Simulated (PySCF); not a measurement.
Sn(H)4, H₄Sn, SMILES [SnH4] at its PBE0/def2-SVP optimised geometry (Å):

```
5

Sn    -0.5704    -0.8066     0.0000
H     -1.1407    -1.6132    -1.3971
H     -1.1407     0.8066     0.0000
H      1.1407    -0.8066     0.0000
H     -1.1407    -1.6132     1.3971
```

Level of theory: PBE0/def2-TZVP, def2 effective core potentials past Kr run with PySCF. The core electrons that the potentials of Sn replace are not part of the density.

Map of the deformation density (molecule minus spherical neutral atoms) (e/bohr³) on the plane z = 1.2 Å:

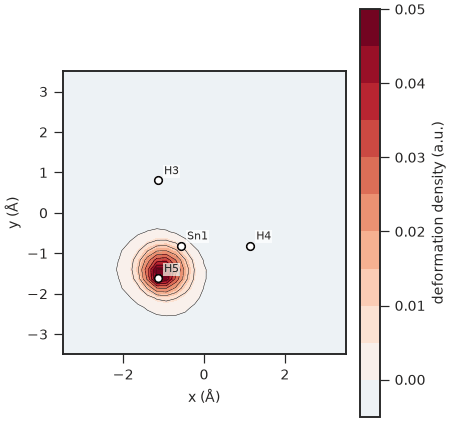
*Deformation density (molecule minus spherical neutral atoms) (e/bohr³) on the plane z = 1.2 Å.*
